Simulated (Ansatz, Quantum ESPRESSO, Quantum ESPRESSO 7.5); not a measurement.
# Work function of Li(110), 5 layers

Aim: the work function of each face of Li(110), 5 layers, and how it moves with functional, pseudopotentials and boundary condition.

Calculated with Quantum ESPRESSO 7.5; plane-wave DFT, PBE, GBRV ultrasoft pseudopotentials (geometry and cross-check by Ansatz 0.2.0 with PAW datasets; geometry under PBE).

The experiments to compare with:

“Anisotropic work function of elemental crystals” (2019, arxiv:1902.07811) quotes from earlier work for Li (polycrystalline sample, no single face): work function, loosely compared (polycrystalline sample, no single face) 2.93 eV.

Report form: the programs' logs are mostly left out.

**1. The starting structure**

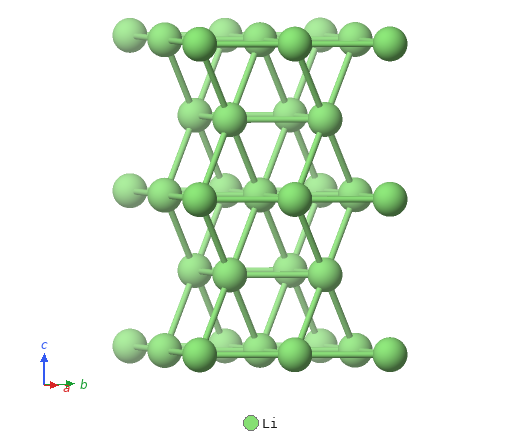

The cell as given, from the side, with the c axis up (lithium green). 2×2×1 cells are drawn. Some periodic images of atoms are drawn too.

The cell holds 5 atoms: 5 Li. Cell: a = 3.022 Å, b = 3.022 Å, c = 25.871 Å, α = 90.0°, β = 90.0°, γ = 70.5°. It derives from Li. Vacuum lies along c.

**2. Geometry from Ansatz**

A relaxation in Ansatz fixes the structure of this slab for the runs on it.

Input file input.yaml:

```yaml
crystal:
  lattice:
    - [2.4678026663, -1.745, 0.0]
    - [2.4678026663, 1.745, 0.0]
    - [0.0, 0.0, 25.8712106654]
  atoms:
    - { symbol: Li, position: [0.0, 0.0, 0.3092240291] }
    - { symbol: Li, position: [0.5, 0.5, 0.4046120146] }
    - { symbol: Li, position: [0.0, 0.0, 0.5] }
    - { symbol: Li, position: [0.5, 0.5, 0.5953879854] }
    - { symbol: Li, position: [0.0, 0.0, 0.6907759709] }
kpoints:
  mp_grid: { grid: [8, 8, 1] }
hamiltonian:
  xc: pbe
scf:
  occupations: { method: fermi_dirac, width: 0.1 }
  convergence: { dr2_threshold: 1.0e-08 }
efield:
  axis: 3
  dipole_correction: true
  ramp_position: 0.97
  ramp_width: 0.04
relax:
  f_tol: 0.01
  constraints: [{ sites: [2] }]
output:
  write_potential: true
  write_density: true
  volumetric_format: npy
```

Command:

```bash
$ ansatz run input.yaml --threads 2 --pin off --max-ram 4096MiB --backend cpu --events-out ev --progress --plain --runs-dir out
```

Run time: 4.8 s. Hardware: 2 threads of Intel Xeon Platinum 8559C (Emerald Rapids), shared host; peak memory 0.45 GiB.

Relaxation path:

```tsv
step	energy less that of the first step (eV)	largest force component (eV/Å)
1	0.0000	0.0914
2	-0.0160	0.0188
3	-0.0172	0.0035
```

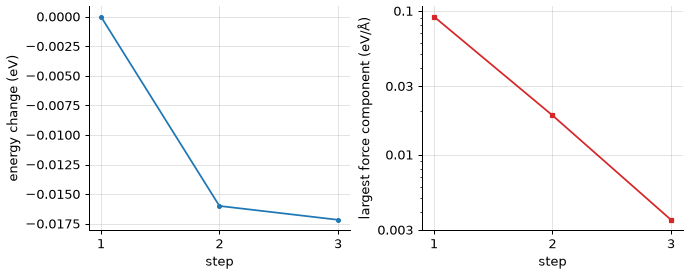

Energy and largest force along the relaxation.

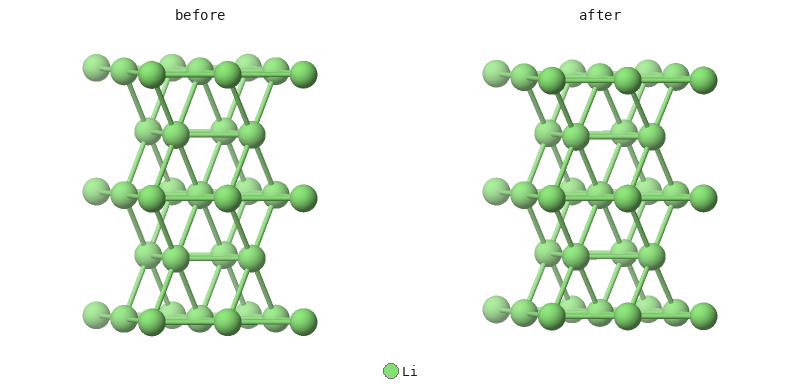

Before and after, at one scale.

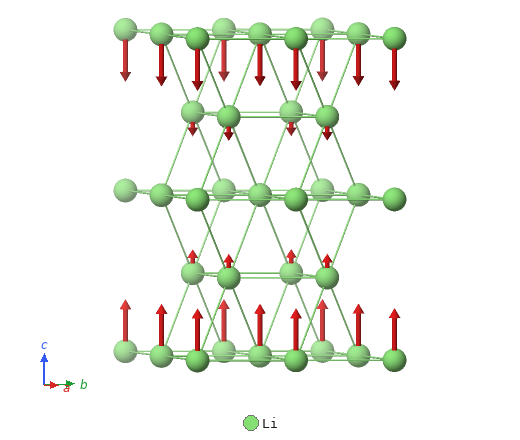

Displacements in the relaxation, exaggerated; the longest in the cell stands for 0.23 Å. 2×2×1 cells are drawn. Some periodic images of atoms are drawn too.

The atoms that moved most (Å):

```tsv
atom	dx	dy	dz	length
Li1	0.000	0.000	0.232	0.232
Li5	0.000	0.000	-0.232	0.232
Li2	0.000	0.000	0.077	0.077
Li4	0.000	0.000	-0.077	0.077
```

The relaxed structure:

```cif
data_structure
_symmetry_space_group_name_H-M 'P 1'
_symmetry_Int_Tables_number 1
_cell_length_a 3.0224
_cell_length_b 3.0224
_cell_length_c 25.8712
_cell_angle_alpha 90.000
_cell_angle_beta 90.000
_cell_angle_gamma 70.529
_cell_volume 222.82
loop_
_atom_site_label
_atom_site_type_symbol
_atom_site_fract_x
_atom_site_fract_y
_atom_site_fract_z
_atom_site_occupancy
Li1 Li 0.00000 0.00000 0.31819 1
Li2 Li 0.50000 0.50000 0.40759 1
Li3 Li 0.00000 0.00000 0.50000 1
Li4 Li 0.50000 0.50000 0.59241 1
Li5 Li 0.00000 0.00000 0.68181 1
```

The relaxation lowers the energy by 3 meV an atom. Held were the atoms numbered 3; the forces quoted are those on the free ones.

Read from the output:

* free energy: -1022.9494 eV
* energy at zero smearing: -1022.9035 eV
* smearing term TS: 0.09173 eV
* Fermi energy: -1.167 eV
* symmetry operations: 4
* work function of the upper face: 3.205 eV
* work function of the lower face: 3.206 eV
* dipole along the normal: 3.65e-6 e·Å

**3. Self-consistent run**

One self-consistent run gives the Fermi level and the density from which pp.x builds the potential.

Level of this step: plane-wave DFT, PBE, GBRV ultrasoft pseudopotentials (Quantum ESPRESSO 7.5).

Input file scf.in:

```
&control
  prefix = 'scf'
  outdir = './out'
  pseudo_dir = './pseudo'
  calculation = 'scf'
  tprnfor = .true.
/
&system
  ibrav = 0
  nat = 5
  ntyp = 1
  ecutwfc = 40
  ecutrho = 200
  occupations = 'smearing'
  smearing = 'mv'
  degauss = 0.02
/
&electrons
  conv_thr = 1e-07
  mixing_beta = 0.4
  electron_maxstep = 120
  mixing_mode = 'local-TF'
/
ATOMIC_SPECIES
  Li  6.9400  li_pbe_v1.4.uspp.F.UPF
CELL_PARAMETERS angstrom
  2.46780266630000 -1.74500000000000 0.00000000000000
  2.46780266630000 1.74500000000000 0.00000000000000
  0.00000000000000 0.00000000000000 25.87121066540000
ATOMIC_POSITIONS crystal
  Li  0.000000000000 0.000000000000 0.318190942631
  Li  0.500000000000 0.500000000000 0.407594962891
  Li  0.000000000000 0.000000000000 0.500000000000
  Li  0.500000000000 0.500000000000 0.592405093402
  Li  0.000000000000 0.000000000000 0.681809120084
K_POINTS automatic
  8 8 1 0 0 0
```

Command:

```bash
$ OMP_NUM_THREADS=1 mpirun -n 2 pw.x -nk 2 -in scf.in > scf.out
```

Elapsed: 20 s, on 2 MPI ranks; peak memory 0.26 GiB.

This step gave:

- free energy: -983.9865 eV
- Fermi energy: -1.19 eV

The run needed 13 iterations to bring the estimated error under 1e-07 Ry.

**4. Electrostatic potential**

The vacuum level is read from the electrostatic potential (plot_num = 11), averaged over planes.

Input file pot.in:

```
&inputpp
  prefix = 'scf'
  outdir = './out'
  filplot = 'pot.dat'
  plot_num = 11
/
```

Command:

```bash
$ OMP_NUM_THREADS=1 mpirun -n 2 pp.x -in pot.in > pot.out
```

Elapsed: 1.2 s, on 2 MPI ranks; peak memory 0.09 GiB.

Numbers from this step:

| Property | Result |
| --- | --- |
| work function of the upper face | 3.179 eV |
| slope of the potential above | 0.001071 eV/Å |
| upper vacuum line continued to the top atoms, over the Fermi level | 3.173 eV |
| work function of the lower face | 3.179 eV |
| slope of the potential below | -7.23e-4 eV/Å |
| lower vacuum line continued to the bottom atoms, over the Fermi level | 3.175 eV |

The potential energy, planar mean oscillates, so the rows of the table below give means over windows of 2.3 Å about each position, cut where the curve ends. Its maxima inside the range that stand out by 2 % of the span (Å: eV): 9.4: 1.53, 11.7: 1.75, 14.1: 1.75, 16.4: 1.53. Its minima: 8.2: -2.66, 10.6: -2.33, 13.0: -2.30, 15.3: -2.33, 17.7: -2.66.

Electrostatic potential energy of an electron; zero at the Fermi level. Potential energy, planar mean against z; means over each step:

```tsv
z (Å)	potential energy, planar mean (eV)
1.15	3.18
3.45	3.18
5.75	2.91
8.05	-0.565
10.35	-0.320
12.65	-0.245
14.95	-0.255
17.25	-0.538
19.55	2.43
21.85	3.17
24.15	3.18
```

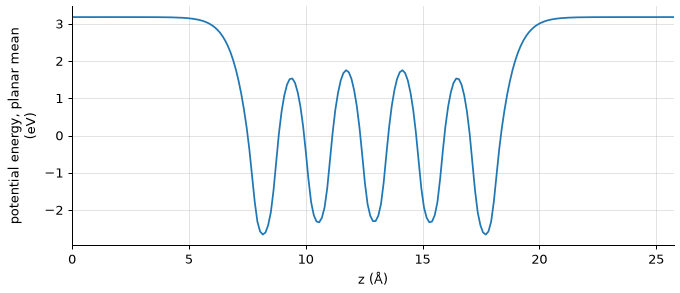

Potential energy, planar mean, plotted against z.

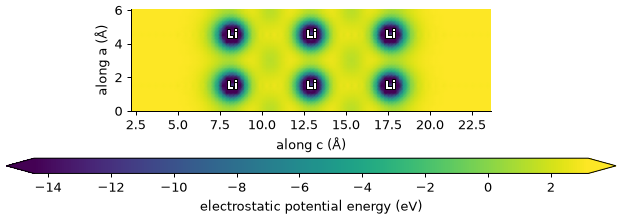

Electrostatic potential energy in the ca plane at fractional y = 0.000, with atoms of Li within 0.2 Å of it. With pseudopotentials it is smooth inside the atoms' cores, unlike the true potential. The map starts off the cell's origin, so that atoms lie inside it. The far vacuum is left out of the map.

The vacuum is flat to 1.1 meV/Å, so its level is well defined. Inside the slab the curve depends on the local part of the pseudopotentials; only the vacuum level has a meaning of its own.

**5. Planar and running averages**

A running mean over one period damps the atomic wiggles and leaves the mean of this pseudopotential's potential.

Input file avg.in:

```
1
pot.dat
1.0
419
3
4.6634711690
```

Command:

```bash
$ OMP_NUM_THREADS=1 average.x < avg.in > avg.out
```

Run time: 1.3 s. Hardware: 1 MPI rank; peak memory 0.1 GiB.

Numbers from this step:

| Quantity | Value |
| --- | --- |
| average.x's running mean inside the slab, on the run's own zero | -1.384 eV |
| mean potential by an exact Fourier window inside the slab, on the run's own zero | -1.384 eV |

The potential energy (planar mean) oscillates, so the rows of the table below give means over windows of 2.35 Å about each position, cut where the curve ends. Its maxima inside the range that stand out by 2 % of the span (Å: eV): 9.4: 1.54, 11.7: 1.75, 14.1: 1.75, 16.5: 1.54. Its minima: 8.2: -2.66, 10.6: -2.34, 13.0: -2.31, 15.3: -2.34, 17.7: -2.66.

Electrostatic potential energy of an electron; zero at the Fermi level; window 2.4678 Å. Table of potential energy by z; means over each step:

```tsv
z (Å)	planar mean (eV)	running mean (eV)
1.18	3.18	3.18
3.53	3.18	3.17
5.88	2.83	2.55
8.23	-0.547	-0.269
10.58	-0.262	-0.264
12.93	-0.218	-0.184
15.28	-0.260	-0.262
17.63	-0.548	-0.281
19.98	2.81	2.53
22.33	3.18	3.17
24.68	3.18	3.18
```

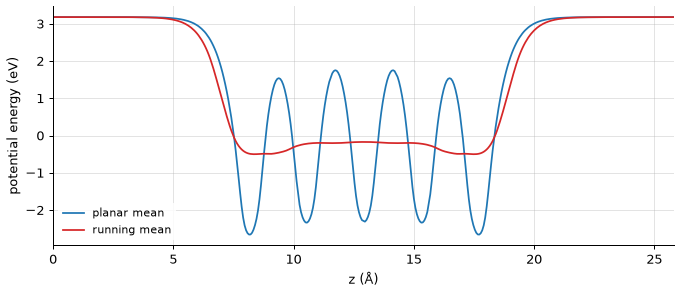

Potential energy, plotted against z.

Where the running mean is not flat inside, average.x's window, rounded to the grid, doesn't match the spacings there.

**6. Valence density**

plot_num = 0 writes the valence density.

Input file rho.in:

```
&inputpp
  prefix = 'scf'
  outdir = './out'
  filplot = 'rho.dat'
  plot_num = 0
/
```

Command:

```bash
$ OMP_NUM_THREADS=1 mpirun -n 2 pp.x -in rho.in > rho.out
```

Run time: 1.1 s. Hardware: 2 MPI ranks; peak memory 0.1 GiB.

This step gave:

| Quantity | Value |
| --- | --- |
| electrons by integration | 15.00 e |

The valence density, planar mean oscillates, so the rows of the table below give means over windows of 2.3 Å about each position, cut where the curve ends. Its maxima inside the range that stand out by 2 % of the span (Å: e/Å³): 8.3: 0.509, 10.6: 0.514, 13.0: 0.499, 15.3: 0.514, 17.6: 0.509. Its minima: 9.7: 0.0549, 12.0: 0.0528, 13.9: 0.0528, 16.2: 0.0549.

Mean over planes. Table of valence density, planar mean by z; means over each step:

```tsv
z (Å)	valence density, planar mean (e/Å³)
1.15	7.2e-7
3.45	6.9e-5
5.75	0.00477
8.05	0.142
10.35	0.150
12.65	0.149
14.95	0.150
17.25	0.150
19.55	0.0107
21.85	2.1e-4
24.15	2.2e-6
```

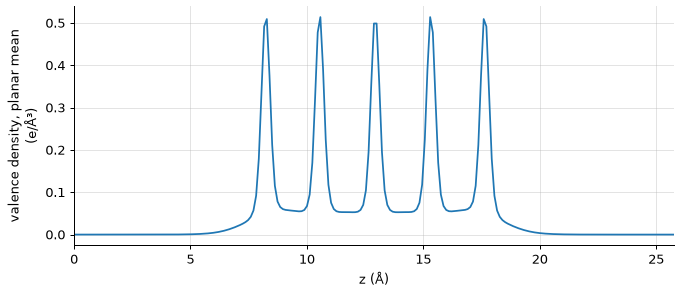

Valence density, planar mean, plotted against z.

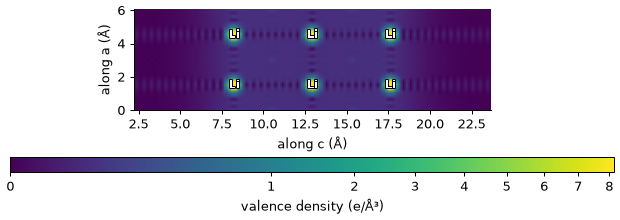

Valence density in the ca plane at fractional y = 0.000, with atoms of Li within 0.2 Å of it. It is the smooth field of the valence electrons, not physical close to the nuclei. The map starts off the cell's origin, so that atoms lie inside it. The colour scale is stretched toward low values. The far vacuum is left out of the map.

The density integrates to 15.000 electrons, as the 15 of the input ask.

**7. Projections on atomic orbitals**

Projections on atomic orbitals tell which layers and orbitals hold the states near the zero of energy.

Input file pdos.in:

```
&projwfc
  prefix = 'scf'
  outdir = './out'
  filpdos = 'pdos'
  Emin = -9.19
  Emax = 2.81
  DeltaE = 0.1
  ngauss = 0
  degauss = 0.01
/
```

Command:

```bash
$ OMP_NUM_THREADS=1 mpirun -n 2 projwfc.x -in pdos.in > pdos.out
```

Wall time 1.2 s (2 MPI ranks); peak memory 0.1 GiB; 1.9 s of CPU time.

Numbers from this step:

| Quantity | Value |
| --- | --- |
| spilling of the projection | 5.00e-4 |

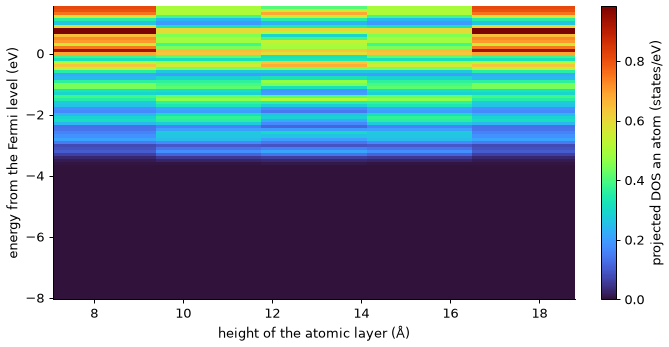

Projected DOS an atom over height of the atomic layer and energy from the Fermi level. Columns are the atomic layers from the bottom up.

The atomic orbitals miss 0.1 % of the occupied states; for empty states the projections can miss much more.

**8. SCF with pw.x: open boundaries by the effective screening medium**

The effective screening medium with bc1 puts vacuum on both sides and removes the images along the normal. The slab must sit about z = 0, symmetry is kept, and the .esm1 file holds the planar potential.

esm.in, as its differences from the input of step 3:

```diff
@@ -1,3 +1,3 @@
 &control
-  prefix = 'scf'
+  prefix = 'esm'
   outdir = './out'
@@ -16,2 +16,4 @@
   degauss = 0.02
+  assume_isolated = 'esm'
+  esm_bc = 'bc1'
 /
@@ -30,7 +32,7 @@
 ATOMIC_POSITIONS crystal
-  Li  0.000000000000 0.000000000000 0.318190942631
-  Li  0.500000000000 0.500000000000 0.407594962891
-  Li  0.000000000000 0.000000000000 0.500000000000
-  Li  0.500000000000 0.500000000000 0.592405093402
-  Li  0.000000000000 0.000000000000 0.681809120084
+  Li  0.000000000000 0.000000000000 -0.181809088727
+  Li  0.500000000000 0.500000000000 -0.092405068466
+  Li  0.000000000000 0.000000000000 -0.000000031357
+  Li  0.500000000000 0.500000000000 0.092405062044
+  Li  0.000000000000 0.000000000000 0.181809088727
 K_POINTS automatic
```

Command:

```bash
$ OMP_NUM_THREADS=1 mpirun -n 2 pw.x -nk 2 -in esm.in > esm.out
```

Wall time 35 s (2 MPI ranks); peak memory 0.26 GiB.

Read from the output:

* free energy: -983.9866 eV
* Fermi energy: -3.179 eV
* vacuum line at the lower end of the cell, over the Fermi level: 3.179 eV
* vacuum line at the upper end of the cell, over the Fermi level: 3.179 eV

The potential energy, planar mean oscillates, so the rows of the table below give means over windows of 2.41 Å about each position, cut where the curve ends. Its maxima inside the range that stand out by 2 % of the span (Å: eV): -3.6: 1.54, -1.1: 1.74, 1.1: 1.74, 3.6: 1.54. Its minima: -4.7: -2.65, -2.4: -2.34, 0.0: -2.32, 2.4: -2.34, 4.7: -2.65.

Electrostatic potential energy of an electron; zero at the Fermi level. Table of potential energy, planar mean by z; means over each step:

```tsv
z (Å)	potential energy, planar mean (eV)
-11.68	3.18
-9.27	3.17
-6.86	2.66
-4.45	-0.496
-2.04	-0.200
0.38	-0.168
2.79	-0.277
5.20	-0.290
7.61	3.05
10.02	3.18
12.43	3.18
```

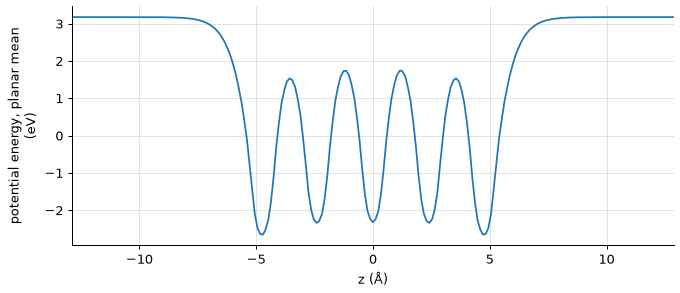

Potential energy, planar mean, plotted against z.

The vacuum levels are read from the outermost 0.7 Å of the cell on either side.

The run needed 16 iterations to bring the estimated error under 1e-07 Ry.

The upper level is 3.179 eV against 3.179 eV from the periodic run.

**9. Ground state: rev-vdW-DF2, GBRV ultrasoft**

The geometry stays; functional or pseudopotentials change.

Level of this step: plane-wave DFT, rev-vdW-DF2, GBRV ultrasoft pseudopotentials made under PBE (Quantum ESPRESSO 7.5). input_dft overrides the functional of the files.

Input file gbrv-vdw-df2-b86r.in:

```
&control
  prefix = 'gbrv-vdw-df2-b86r'
  outdir = './out'
  pseudo_dir = './pseudo'
  calculation = 'scf'
  tprnfor = .true.
/
&system
  ibrav = 0
  nat = 5
  ntyp = 1
  ecutwfc = 40
  ecutrho = 200
  input_dft = 'vdw-df2-b86r'
  occupations = 'smearing'
  smearing = 'mv'
  degauss = 0.02
/
&electrons
  conv_thr = 1e-07
  mixing_beta = 0.4
  electron_maxstep = 120
  mixing_mode = 'local-TF'
/
ATOMIC_SPECIES
  Li  6.9400  li_pbe_v1.4.uspp.F.UPF
CELL_PARAMETERS angstrom
  2.46780266630000 -1.74500000000000 0.00000000000000
  2.46780266630000 1.74500000000000 0.00000000000000
  0.00000000000000 0.00000000000000 25.87121066540000
ATOMIC_POSITIONS crystal
  Li  0.000000000000 0.000000000000 0.318190942631
  Li  0.500000000000 0.500000000000 0.407594962891
  Li  0.000000000000 0.000000000000 0.500000000000
  Li  0.500000000000 0.500000000000 0.592405093402
  Li  0.000000000000 0.000000000000 0.681809120084
K_POINTS automatic
  8 8 1 0 0 0
```

Command:

```bash
$ OMP_NUM_THREADS=1 mpirun -n 2 pw.x -nk 2 -in gbrv-vdw-df2-b86r.in > gbrv-vdw-df2-b86r.out
```

Wall time 73 s (2 MPI ranks); peak memory 0.44 GiB.

This step gave:

* free energy: -984.2166 eV
* Fermi energy: -1.22 eV

**10. SCF with pw.x: vdW-DF-cx, GBRV ultrasoft**

Level of this step: plane-wave DFT, vdW-DF-cx, GBRV ultrasoft pseudopotentials made under PBE (Quantum ESPRESSO 7.5). input_dft overrides the functional of the files.

gbrv-vdw-df-cx.in, as its differences from the input of step 9:

```diff
@@ -1,3 +1,3 @@
 &control
-  prefix = 'gbrv-vdw-df2-b86r'
+  prefix = 'gbrv-vdw-df-cx'
   outdir = './out'
@@ -13,3 +13,3 @@
   ecutrho = 200
-  input_dft = 'vdw-df2-b86r'
+  input_dft = 'vdw-df-cx'
   occupations = 'smearing'
```

Command:

```bash
$ OMP_NUM_THREADS=1 mpirun -n 2 pw.x -nk 2 -in gbrv-vdw-df-cx.in > gbrv-vdw-df-cx.out
```

Elapsed: 80 s, on 2 MPI ranks; peak memory 0.3 GiB.

This step gave:

| Property | Result |
| --- | --- |
| free energy | -983.2221 eV |
| Fermi energy | -1.173 eV |

**11. Ground state: revPBE, GBRV ultrasoft**

Level of this step: plane-wave DFT, revPBE, GBRV ultrasoft pseudopotentials made under PBE (Quantum ESPRESSO 7.5). input_dft overrides the functional of the files.

gbrv-revpbe.in, as its differences from the input of step 10:

```diff
@@ -1,3 +1,3 @@
 &control
-  prefix = 'gbrv-vdw-df-cx'
+  prefix = 'gbrv-revpbe'
   outdir = './out'
@@ -13,3 +13,3 @@
   ecutrho = 200
-  input_dft = 'vdw-df-cx'
+  input_dft = 'revpbe'
   occupations = 'smearing'
```

Command:

```bash
$ OMP_NUM_THREADS=1 mpirun -n 2 pw.x -nk 2 -in gbrv-revpbe.in > gbrv-revpbe.out
```

Wall time 26 s (2 MPI ranks); peak memory 0.26 GiB.

Read from the output:

| Quantity | Value |
| --- | --- |
| free energy | -986.9068 eV |
| Fermi energy | -1.125 eV |

[end of part 1 of 2]

[Logs are printed without paths, hosts, clocks, repeated set-up lines and the standing remarks that a program may print on its own settings, such as how far it seeks lower states.]

[Hosts, paths, dates, database ids (printed as entryN), source tags and the programs' standing remarks are cut or masked in the printed files.]

[Maps of the electrostatic potential energy from Ansatz leave out the sawtooth potential of an applied field or a dipole correction, so their vacuum need not be flat; planar profiles and work functions include it.]
